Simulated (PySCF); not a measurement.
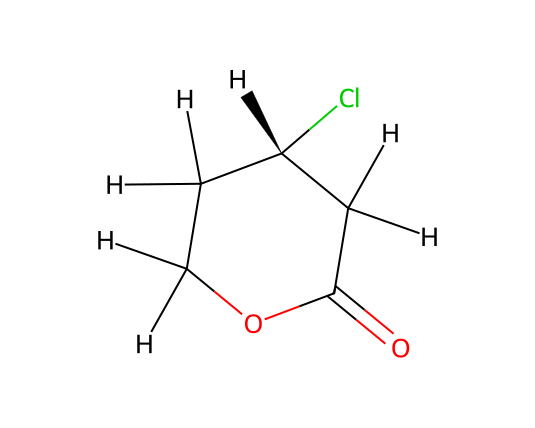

Skeletal drawing of a molecule.

Give its SMILES.

Answer. O=C1C[C@@H](Cl)CCO1

Give the formula, hydrogens included.

Answer. C5H7ClO2.

An optimisation with GFN2-xTB gave a structure of which point group?

Answer. C1.

The parts below concern this one geometry. Atoms keep their numbers from picture to picture. Computed geometry: GFN2-xTB optimisation. No frequency run is at hand to confirm it as a minimum.

## Shape

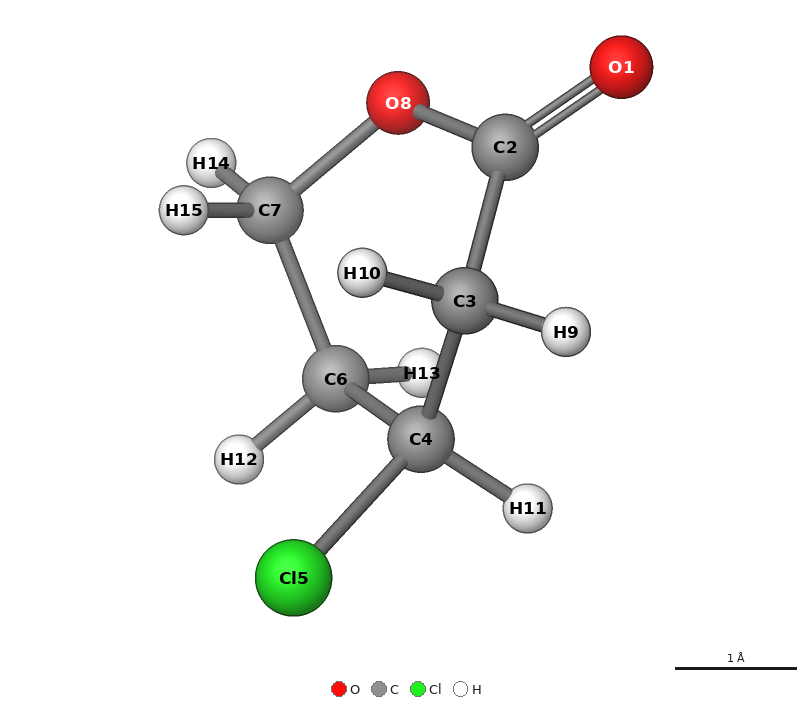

Atoms carry their numbers in the input. No frequency run is at hand to confirm it as a minimum.

Which atoms are bonded, and how long are the bonds?

```csv
bond,length (Å),order
O1–C2,1.197,double
C2–C3,1.521,single
C2–O8,1.339,single
C3–C4,1.529,single
C3–H9,1.089,single
C3–H10,1.094,single
C4–Cl5,1.804,single
C4–C6,1.530,single
C4–H11,1.092,single
C6–C7,1.525,single
C6–H12,1.089,single
C6–H13,1.092,single
C7–O8,1.419,single
C7–H14,1.091,single
C7–H15,1.096,single
```

## Excitation

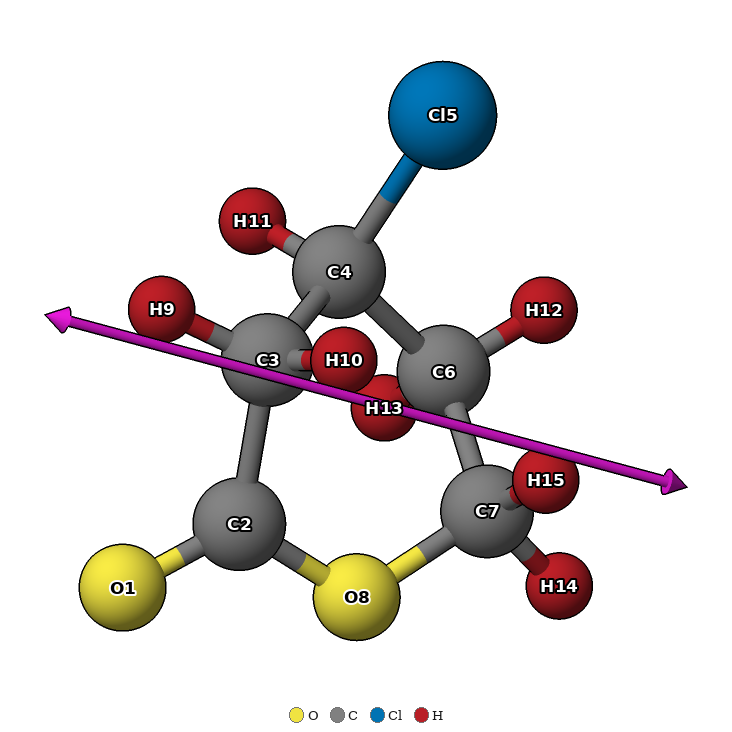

The double arrow shows the direction of the transition dipole to excited singlet state 5 (its length means nothing). No frequency run is at hand to confirm it as a minimum. Level of theory: TDDFT PBE0/def2-SVPD, vertical, gas phase, core orbitals frozen in the response (PySCF 2.14.0).

Where does the transition lie, and how strong is it?

Answer. 7.49 eV (166 nm), oscillator strength 0.029, of mixed character, with the largest part HOMO−1 → LUMO (weight 0.24); transition dipole 1.01 D.

## NMR shielding

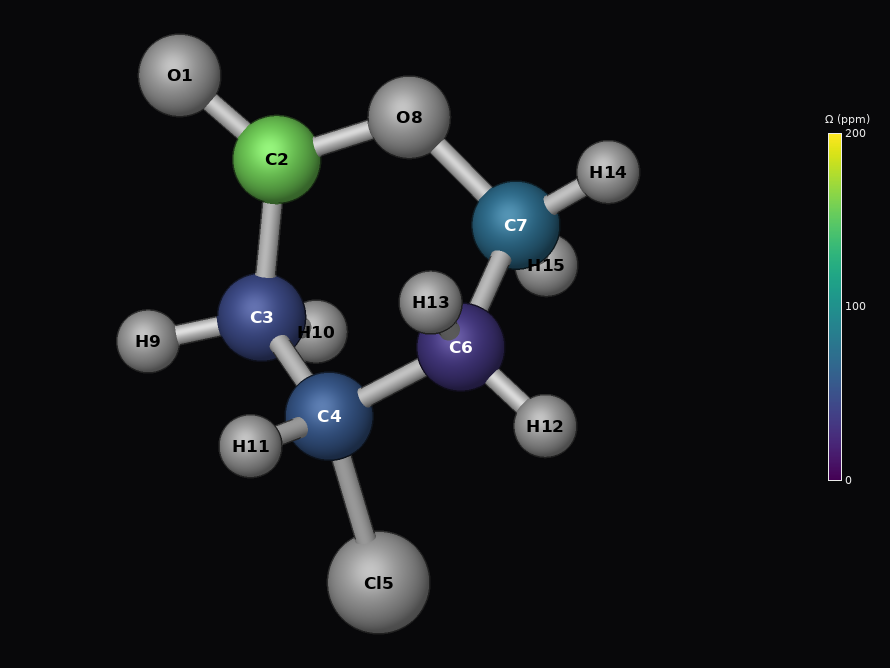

The C atoms are coloured by the span of their shielding tensor. No frequency run is at hand to confirm it as a minimum. Method: GIAO PBE0/pcSseg-1 NMR shielding, non-relativistic, gas phase (PySCF 2.14.0). Principal shieldings σ11 ≤ σ22 ≤ σ33, span Ω = σ33 − σ11, skew κ = 3(σiso − σ22)/Ω.

Which C atom has the most anisotropic shielding?

Answer. C2, with a span of 157 ppm.

Give the shielding tensors of the C atoms.

| atom | σ11 | σ22 | σ33 | σiso | Ω | κ |
| --- | --- | --- | --- | --- | --- | --- |
| C2 | −83.5 | 56.1 | 73.4 | 15.3 | 156.8 | −0.78 |
| C3 | 124.5 | 134.0 | 170.1 | 142.9 | 45.6 | 0.59 |
| C4 | 103.9 | 127.1 | 158.8 | 129.9 | 54.9 | 0.15 |
| C6 | 127.1 | 154.7 | 159.3 | 147.0 | 32.2 | −0.71 |
| C7 | 93.7 | 107.1 | 165.1 | 121.9 | 71.4 | 0.62 |

Shieldings and span in ppm.

## Quadrupole coupling

No frequency run is at hand to confirm it as a minimum. Electric field gradients from the ground-state density, PBE0/pcSseg-1 (PySCF 2.14.0), non-relativistic apart from any core potentials.

Give the largest field-gradient component, the quadrupole coupling constant and the asymmetry for 17O at O1 (Q = −25.6 mb), 35Cl at Cl5 (Q = −81.7 mb), 17O at O8 (Q = −25.6 mb), 2H at H9 (Q = 2.86 mb), 2H at H10 (Q = 2.86 mb), 2H at H11 (Q = 2.86 mb), 2H at H12 (Q = 2.86 mb).

```tsv
atom	V_zz (a.u.)	e²qQ/h (MHz)	η
O1	−1.693	10.18	0.24
Cl5	3.891	−74.7	0.01
O8	1.717	−10.33	0.43
H9	0.302	0.203	0.03
H10	0.294	0.197	0.02
H11	0.293	0.197	0.04
H12	0.304	0.204	0.03
```
